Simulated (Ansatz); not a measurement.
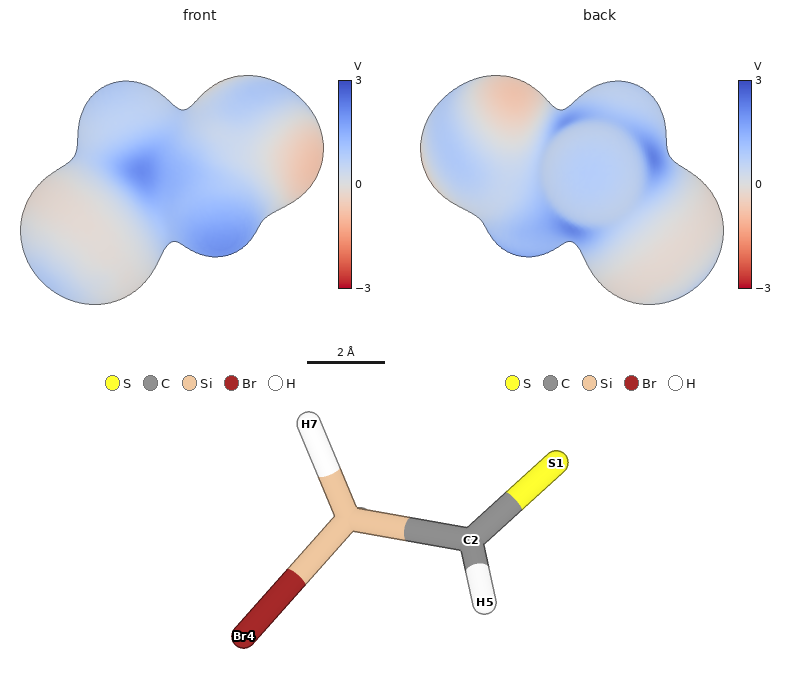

CH3BrSSi. The molecular electrostatic potential painted on the density surface at 0.004 e/bohr³, seen from the front and from behind; the colour scale runs from red (negative) to blue (positive). The bare structure is drawn below in the same view.

Geometry: PBE0-D4/def2-TZVP.

Level of theory: RKS PBE0-D4/def2-TZVPP in Ansatz.

The calculation's input:

```
crystal:
  periodic: [false, false, false]
  atoms:
    - {symbol: S, position_ang: [-2.011412, 1.229488, 0.063479]}
    - {symbol: C, position_ang: [-0.876511, 0.325475, -0.632101]}
    - {symbol: Si, position_ang: [0.569167, -0.202346, 0.442498]}
    - {symbol: Br, position_ang: [1.979507, -1.467543, -0.722865]}
    - {symbol: H, position_ang: [-0.953348, 0.039765, -1.683762]}
    - {symbol: H, position_ang: [0.060552, -0.994803, 1.582867]}
    - {symbol: H, position_ang: [1.293344, 1.001967, 0.904186]}
basis:
  gaussian: {orbitals: def2-TZVPP}
hamiltonian: {xc: pbe0, dispersion: d4}
output: {orbitals: {seedname: orbitals}}
```

Command:

```sh
ansatz run in.yaml --threads 2 --pin off --events-out ev --progress --plain --max-ram 4352MiB
```

Q: Where is the surface potential most negative and most positive?

A: The most negative region (about −0.7 V) lies over S1, the most positive (about +2.0 V) over Si3. Br4 shows a σ-hole: about +0.7 V at the tip opposite its bond, against about −0.1 V on its flanks.
